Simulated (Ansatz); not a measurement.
**SVWN5/cc-pVDZ run of CH7NOSi (SMILES OCN[SiH3])**

What is the energy change on altering one bond length of CH7NOSi at SVWN5/cc-pVDZ? 

The results are computed with Ansatz 0.2.0.

122 further runs of the same task are left out: 122 set aside as unsound or not needed.

**1. The system as given**

CH7NOSi has 11 atoms, charge 0, and is taken as a singlet. As SMILES, `OCN[SiH3]`. Geometry: relaxed at PBE0-D4/def2-TZVP. This is one conformer, not always the lowest.

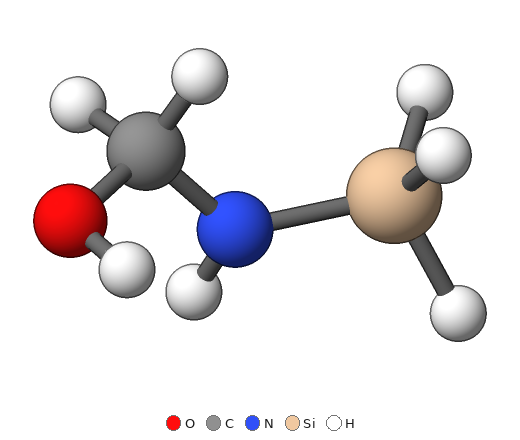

The structure, seen from a chosen angle (oxygen red, carbon grey, nitrogen blue, silicon light orange, hydrogen white).

**2. A single-point energy at SVWN5/cc-pVDZ**

input.yaml

```yaml
crystal:
  periodic: [false, false, false]
  atoms:
    - symbol: O
      position_ang: [-1.208000, 1.808500, -0.668400]
    - symbol: C
      position_ang: [-0.009800, 1.197800, -0.260600]
    - symbol: "N"
      position_ang: [0.021500, -0.204300, -0.552200]
    - symbol: Si
      position_ang: [0.472500, -1.425900, 0.571200]
    - symbol: H
      position_ang: [-1.930700, 1.291100, -0.299300]
    - symbol: H
      position_ang: [0.776900, 1.753100, -0.781300]
    - symbol: H
      position_ang: [0.150800, 1.320600, 0.820400]
    - symbol: H
      position_ang: [0.033200, -0.410500, -1.539700]
    - symbol: H
      position_ang: [-0.212700, -1.140500, 1.860100]
    - symbol: H
      position_ang: [1.934400, -1.515500, 0.858100]
    - symbol: H
      position_ang: [0.037100, -2.731600, 0.012700]
basis:
  gaussian:
    orbitals: cc-pVDZ
hamiltonian:
  xc: {name: SVWN5}
accuracy: high
output: {orbitals: {seedname: orbitals}}
```

Command:

```
$ ansatz run input.yaml --threads 1 --pin off --max-ram 3480MiB --events-out events.jsonl --progress --plain --runs-dir runs
```

Output:

```text
Warning: RAYON_NUM_THREADS=1 ignored (pool sized by the plan → 1); use --threads N
Functional definition: SVWN5
  name "SVWN5"
  exchange = slater_x
  correlation = vwn5_c
2308 factors; integrals over basis functions are off by at most 3.8e-9 eV
mean field evaluation 1: about -12487.0595 eV, gradient 6.7e1 eV
mean field evaluation 2: about -12456.2135 eV, gradient 1.3e2 eV
mean field evaluation 4: about -12496.1605 eV, gradient 8.2e0 eV
mean field evaluation 8: about -12496.2912 eV, gradient 6.4e-1 eV
mean field evaluation 16: about -12496.2923 eV, gradient 6.1e-5 eV
mean field -12496.29227480 eV, -459.2302708079 hartree, gradient 6.7e-9 eV, S^2 0.000000; 0 other end points of the search recorded, 0 dependent functions left out
reference -12496.29227827 eV, -459.2302709354 hartree; 21, 21 occupied and 74, 74 virtual orbitals, 2308 factors
Total energy: -12496.29227827 eV, -459.2302709354 hartree
```

Run time: 3.3 s. Hardware: 1 thread of Intel Xeon 6975P-C (Granite Rapids), shared host; peak memory 0.28 GiB.

**3. The distorted shape at the same level**

job.yaml

```yaml
crystal:
  periodic: [false, false, false]
  atoms:
    - {symbol: O, position_ang: [-1.213850, 1.911600, -0.174650]}
    - {symbol: C, position_ang: [-0.015650, 1.300900, 0.233150]}
    - {symbol: "N", position_ang: [0.015650, -0.101200, -0.058450]}
    - {symbol: Si, position_ang: [0.466650, -1.322800, 1.064950]}
    - {symbol: H, position_ang: [-1.936550, 1.394200, 0.194450]}
    - {symbol: H, position_ang: [0.771050, 1.856200, -0.287550]}
    - {symbol: H, position_ang: [0.144950, 1.423700, 1.314150]}
    - {symbol: H, position_ang: [0.033200, -0.410500, -1.539700]}
    - {symbol: H, position_ang: [-0.218550, -1.037400, 2.353850]}
    - {symbol: H, position_ang: [1.928550, -1.412400, 1.351850]}
    - {symbol: H, position_ang: [0.031250, -2.628500, 0.506450]}
basis:
  gaussian:
    orbitals: cc-pVDZ
hamiltonian:
  xc: {name: SVWN5}
accuracy: high
output:
  orbitals: {seedname: orbitals}
```

Command:

```
$ ansatz run job.yaml --threads 1 --pin off --max-ram 3480MiB --events-out events.jsonl --progress --plain --runs-dir runs
```

Output:

```text
Warning: RAYON_NUM_THREADS=1 ignored (pool sized by the plan → 1); use --threads N
Functional definition: SVWN5
  name "SVWN5"
  exchange = slater_x
  correlation = vwn5_c
2316 factors; integrals over basis functions are off by at most 3.9e-9 eV
mean field evaluation 1: about -12483.8033 eV, gradient 6.8e1 eV
mean field evaluation 2: about -12439.4329 eV, gradient 1.4e2 eV
mean field evaluation 4: about -12493.8123 eV, gradient 1.6e1 eV
mean field evaluation 8: about -12494.2702 eV, gradient 2.5e-1 eV
mean field evaluation 16: about -12494.2704 eV, gradient 1.3e-5 eV
mean field -12494.27036122 eV, -459.1559668543 hartree, gradient 3.5e-8 eV, S^2 0.000000; 0 other end points of the search recorded, 0 dependent functions left out
reference -12494.27036475 eV, -459.1559669840 hartree; 21, 21 occupied and 74, 74 virtual orbitals, 2316 factors
Total energy: -12494.27036475 eV, -459.1559669840 hartree
```

Wall time 3.3 s (1 thread of Intel Xeon 6975P-C (Granite Rapids), shared host); peak memory 0.28 GiB.

**4. Summary of results**

Level: SVWN5/cc-pVDZ.

| quantity | value |
| --- | --- |
| first shape: total energy | -459.23027 Eh |
| first shape: HOMO energy | -5.61 eV |
| first shape: LUMO energy | -0.19 eV |
| first shape: HOMO–LUMO gap | 5.43 eV |
| distorted shape: total energy | -459.15597 Eh |
| distorted shape: HOMO energy | -5.48 eV |
| distorted shape: LUMO energy | -2.36 eV |
| distorted shape: HOMO–LUMO gap | 3.12 eV |
| energy change with the N3–H8 bond stretched from 1.009 to 1.513 Å | 2.022 eV |

**Reading.** One bond (distorted shape) is far stretched, which a spin-restricted single reference describes badly; a broken-symmetry solution may lie lower. With the N3–H8 bond stretched from 1.009 to 1.513 Å the energy rises by 2.02 eV (195 kJ/mol). The first shape isn't relaxed at this level, so the change isn't measured from a minimum. A restricted reference can't describe the breaking bond well at this length.
